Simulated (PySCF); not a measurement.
# C$_{6}$H$_{18}$GeN$_{2}$: excited-state calculation

The run: excited-state calculation of C$_{6}$H$_{18}$GeN$_{2}$ (Ge(NMeEt)2H2). Method and program: TDDFT CAM-B3LYP/def2-SVPD, vertical, gas phase, core orbitals frozen in the response (PySCF 2.14.0).

The geometry comes from this level: PBE0-D3(BJ)/def2-SVP. It belongs to a series of runs on one base structure; here: two ligands: H to NMeEt.

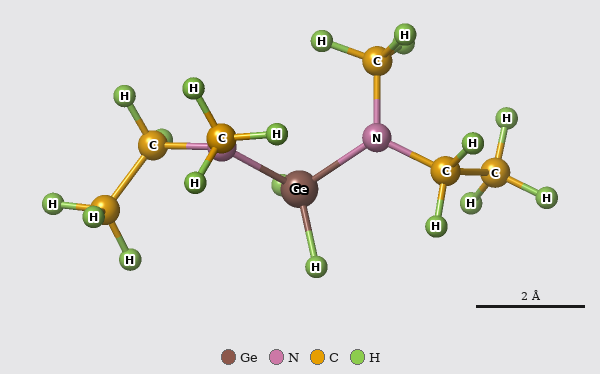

**Figure 1.** The structure as given in the input (ball-and-stick view, seen at a tilt). Sticks mark near contacts. Bond lengths as drawn: C–C 1.53 Å, C–H 1.10 to 1.11 Å, C–N 1.44 Å, Ge–H 1.55 Å and Ge–N 1.83 Å.

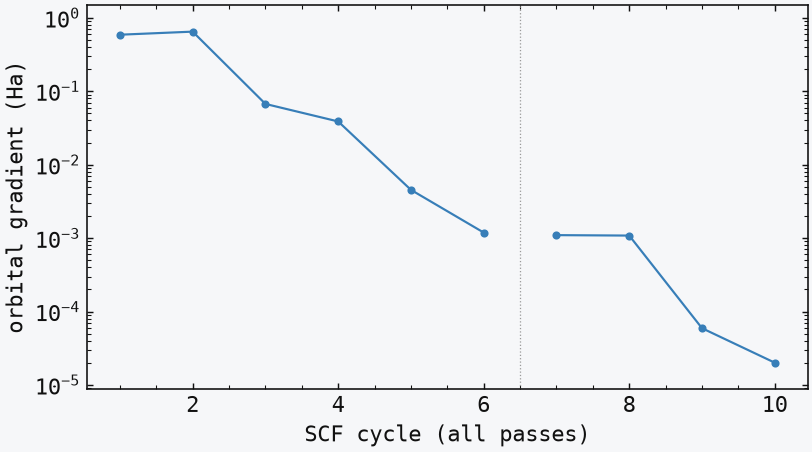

**Figure 2.** Convergence of the self-consistent field: orbital gradient against the SCF cycle. The dotted line marks the change from a coarse to the final integration grid. The first 6 cycles use a coarse grid, the final grid takes over at cycle 7, and the field converges after 10 cycles in all.

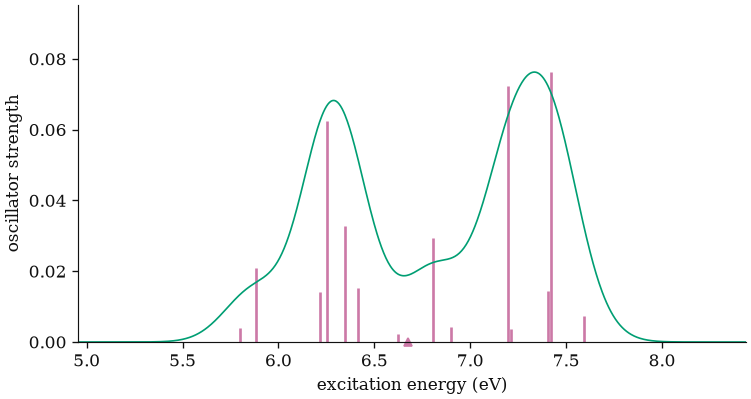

**Figure 3.** Computed excitations as sticks (degenerate states added up, dark ones marked on the axis), with a Gaussian envelope of 0.35 eV full width at half maximum, scaled to the tallest. Of the 15 states the lowest lies at 5.80 eV (f = 0.004); the strongest line is at 7.42 eV, or 167 nm (f = 0.076).

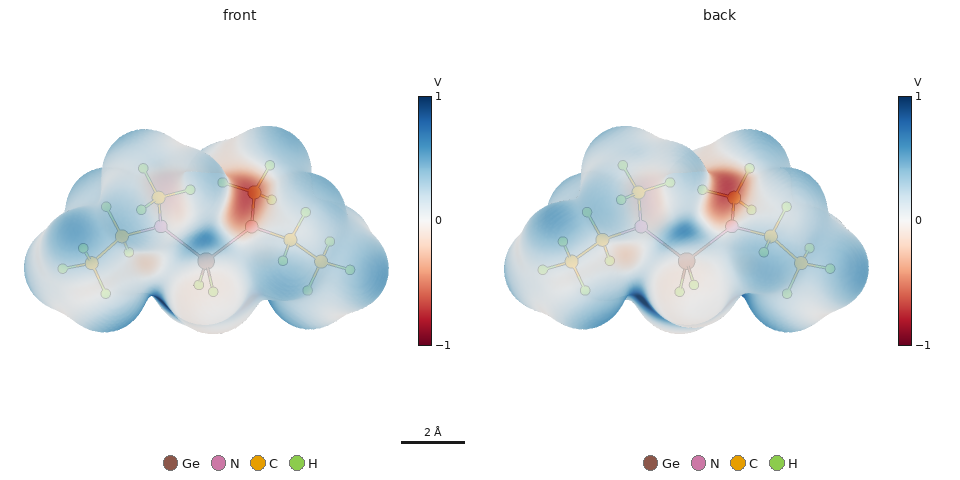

**Figure 4.** The molecular electrostatic potential painted on the density surface at 0.002 e/bohr³, seen face on and from behind; the colour scale runs from red (negative) to blue (positive). Its dipole moment is 0.09 D.

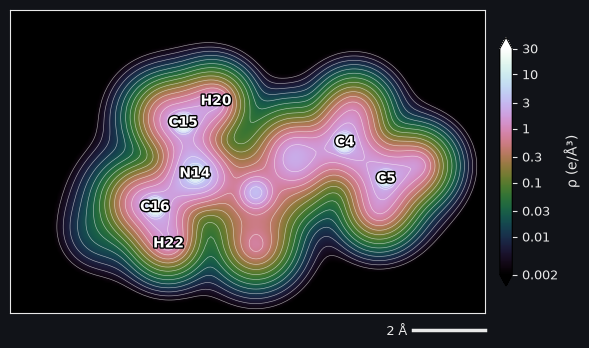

**Figure 5.** Electron density on the plane of atoms C15, N14 and C16. The section cuts through C, N and H sites. C–N (1.44 Å): ρ at the midpoint is about 2 e/Å³. C–C (1.53 Å): ρ at the midpoint is about 1.7 e/Å³. C–H (1.10 Å): ρ at the midpoint is about 2 e/Å³.

These pictures come from the run below.

**The input**
```
{"job": {"kind": "uv", "xc": "CAM-B3LYP", "basis": "def2-SVPD", "ip": false, "nstates": 15}, "charge": 0, "multiplicity": 1}
Ge    -0.697485    -0.006156    -0.483223
N     -0.595617     0.385683     1.303167
C      0.034546    -0.558386     2.190354
C     -1.502258     1.329863     1.912653
C     -2.814968     0.745767     2.425692
H      0.563893    -0.032124     3.007235
H     -0.665555    -1.277355     2.662959
H      0.785649    -1.141106     1.634896
H     -0.977167     1.832388     2.749344
H     -1.724229     2.123325     1.178303
H     -3.436802     1.525689     2.892644
H     -3.394281     0.296871     1.602634
H     -2.644741    -0.037496     3.180681
N      1.023614    -0.363728    -0.993427
C      2.049721     0.611226    -0.724668
C      1.317016    -1.337902    -2.017690
C      1.363727    -0.798861    -3.443569
H      3.010584     0.111770    -0.497164
H      2.236787     1.317962    -1.558653
H      1.771253     1.205568     0.159383
H      2.287259    -1.818772    -1.780203
H      0.562460    -2.141180    -1.960618
H      1.617350    -1.597541    -4.158321
H      0.389186    -0.376816    -3.737415
H      2.118587    -0.004889    -3.553460
H     -1.353717     1.249315    -1.108440
H     -1.477393    -1.288757    -0.862683
```

The first line tells a small driver script what to run in PySCF; the rest is the geometry in Å.

Launched with:
```bash
OMP_NUM_THREADS=2 python <driver script> task.json out
```

**Output**
```
coarse grid: 93232 points
cycle   1  E = -2425.3408187265  dE =  1.672e-01  |g| = 5.887e-01  |ddm| = 9.017e+00
cycle   2  E = -2425.3367067707  dE =  4.112e-03  |g| = 6.483e-01  |ddm| = 1.867e+00
cycle   3  E = -2425.4045170951  dE = -6.781e-02  |g| = 6.718e-02  |ddm| = 9.402e-01
cycle   4  E = -2425.4052612658  dE = -7.442e-04  |g| = 3.876e-02  |ddm| = 1.326e-01
cycle   5  E = -2425.4055593176  dE = -2.981e-04  |g| = 4.540e-03  |ddm| = 6.020e-02
cycle   6  E = -2425.4055636169  dE = -4.299e-06  |g| = 1.190e-03  |ddm| = 1.254e-02
final grid: 198968 points
cycle   7  E = -2425.4055449529  dE = -2.776e-07  |g| = 1.098e-03  |ddm| = 1.424e-02
cycle   8  E = -2425.4055449848  dE = -3.190e-08  |g| = 1.083e-03  |ddm| = 3.613e-03
cycle   9  E = -2425.4055451682  dE = -1.834e-07  |g| = 5.932e-05  |ddm| = 1.610e-03
cycle  10  E = -2425.4055451690  dE = -7.444e-10  |g| = 2.012e-05  |ddm| = 1.325e-04
converged SCF energy = -2425.4055451690

Static polarisability (au): isotropic 122.350, principal 108.167 115.166 143.718

Singlet excitations
state   eV       nm        f      main configurations
  1   5.8002    213.8   0.00384   H->L 0.71, H-1->L+1 0.14, H->L+2 0.10
  2   5.8820    210.8   0.02077   H-1->L 0.54, H->L+1 0.33
  3   6.2188    199.4   0.01406   H->L+2 0.43, H-1->L+1 0.36, H->L+3 0.08
  4   6.2510    198.3   0.06234   H->L+1 0.41, H-1->L 0.20, H->L+5 0.14
  5   6.3477    195.3   0.03275   H->L+2 0.24, H-1->L+1 0.23, H->L 0.20
  6   6.4146    193.3   0.01537   H-1->L+2 0.60, H-1->L 0.13
  7   6.6234    187.2   0.00239   H->L+3 0.63, H-1->L+4 0.12, H->L+2 0.08
  8   6.6762    185.7   0.00065   H-1->L+3 0.42, H->L+4 0.35, H-1->L+2 0.08
  9   6.8064    182.2   0.02945   H->L+4 0.32, H->L+5 0.32, H-1->L+7 0.17
 10   6.8981    179.7   0.00418   H-1->L+4 0.45, H->L+7 0.27, H-1->L+5 0.19
 11   7.1944    172.3   0.07224   H-1->L+6 0.30, H->L+5 0.27, H->L+1 0.10
 12   7.2149    171.8   0.00366   H->L+6 0.41, H-1->L+5 0.25, H-1->L+4 0.09
 13   7.4041    167.5   0.01443   H-1->L+8 0.28, H->L+7 0.17, H->L+3 0.12
 14   7.4200    167.1   0.07627   H->L+8 0.46, H-1->L+3 0.13, H-1->L+6 0.10
 15   7.5950    163.2   0.00741   H->L+9 0.43, H-1->L+7 0.19, H-1->L+11 0.10

Triplet excitations (Tamm-Dancoff, eV): 5.6940 5.7174 5.8641 5.8827
```

**Key numbers**

| quantity | value |
| --- | --- |
| outcome | converged |
| total energy | −2425.405545 hartree |
| HOMO | −7.34 eV |
| LUMO | 1.15 eV |
| dipole moment | 0.09 D |
| mean polarisability | 122.35 a.u. |
| lowest singlet excitation | 5.80 eV |
| hardware | 2 CPU threads, shared host |
| wall time | 77 s (CPU time 2.9 min) |
| peak memory | 2.9 GiB |

**Remarks**

Spin–orbit coupling is left out, which matters for the heavy atoms.
